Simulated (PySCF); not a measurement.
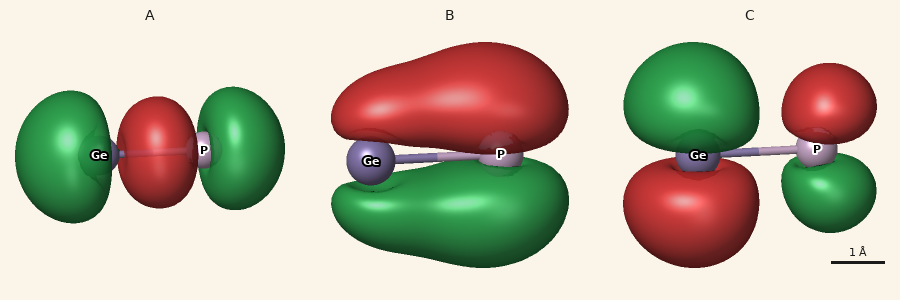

GeP (charge +1, triplet). Three frontier α-spin orbitals, each drawn at the value that holds 80 % of its norm (green and red are the two phases), in no order; of a degenerate pair one member is drawn.

Method: PBE0/def2-TZVPPD, non-relativistic Hamiltonian with scalar-relativistic core potentials where named, at a bond length of 2.310 Å (PySCF).

Q: Name the orbitals and rank them from lowest to highest energy.

A: Orbital B: π, occupied in this spin, −13.97 eV; mainly on P (75 %).
Orbital A: σ, occupied in this spin, −13.52 eV; shared between the atoms (Ge 50 %, P 50 %).
Orbital C: π, empty in this spin, −9.04 eV; mainly on Ge (75 %).
